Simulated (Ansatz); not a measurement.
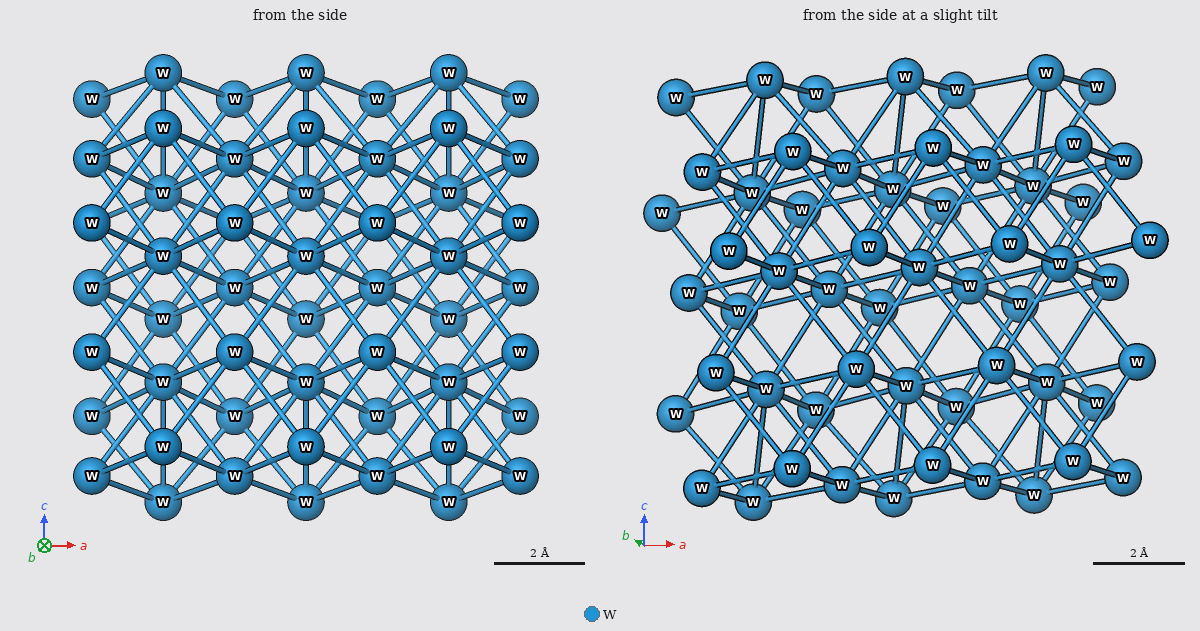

A ball-and-stick picture of a periodic slab, seen from the side and from the side at a slight tilt. The surface normal points up in side views; the vacuum is left out. 3×1 cells are drawn in the plane, with atoms at the edges repeated.

The cell holds 15 W. The slab was cut from bulk W (Im-3m).

Question: How thick is it?

Answer: About 10 Å from the lowest to the highest atom.

Question: On which plane does the slab lie?

Answer: (2 1 0).

The numbers come from DFT PBE, scalar-relativistic, plane waves, PAW in Ansatz 0.2.0, using wavefunction cutoff 420 eV, k-points on an 11×5×1 grid, Gaussian smearing of 0.1 eV, no spin polarisation.

Question: How much energy takes an electron from the Fermi level to the vacuum on each side?

Answer: 4.28 eV on both faces.

Its origin is the standard structure of this element; a slab was cut from it. The atoms were relaxed in a fixed cell with DFT PBE, scalar-relativistic, plane waves, PAW (Ansatz 0.2.0).
